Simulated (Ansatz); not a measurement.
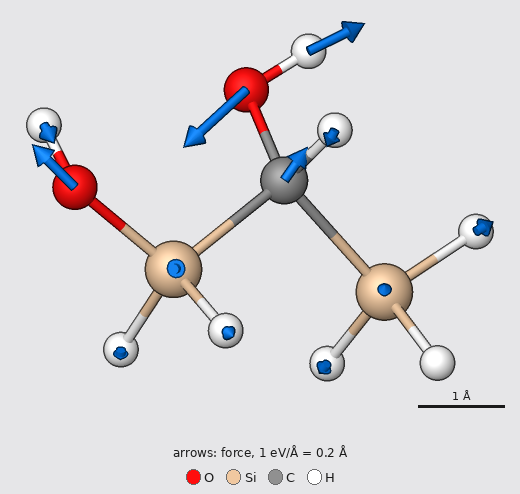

Starting geometry of CH$_{8}$O$_{2}$Si$_{2}$ (coarse preliminary run) with the computed forces as blue arrows. The picture is a ball-and-stick view, seen at a tilt.

The start comes from a force field.

Computed with RKS PBE-D4/def2-SVP (Ansatz). Set-up: force threshold 0.03 eV/Å; at most 200 steps.

Question: Is this structure relaxed? If not, where do the atoms go?

Answer: It isn't relaxed: the largest force vector, on an O atom, is 5.38 eV/Å. The final displacements have little in common with the starting forces (cosine between the two patterns 0.13). The energy falls by 0.716 eV in 13 accepted moves (14 points after the start). Largest force component: 5.1 eV/Å at the start, 0.023 eV/Å at the end. The line search rejected the trial step at point 3 of the run. The largest move after the best rigid fit is that of an H atom, 0.60 Å. Largest moves by element: H 0.60 Å, O 0.38 Å, C 0.22 Å, Si 0.16 Å. Near-neighbour distances that change, for instance: O–Si 1.605 → 1.681 Å, H–Si 1.438 → 1.509 Å, H–O 0.910 → 0.976 Å, C–Si 1.874 → 1.918 Å. Bond angles that change, for instance: Si–C–O 119.0° → 102.6°, Si–C–Si 103.0° → 115.8°, Si–O–H 118.8° → 106.5°. Groups turn about O–Si by about 20°.
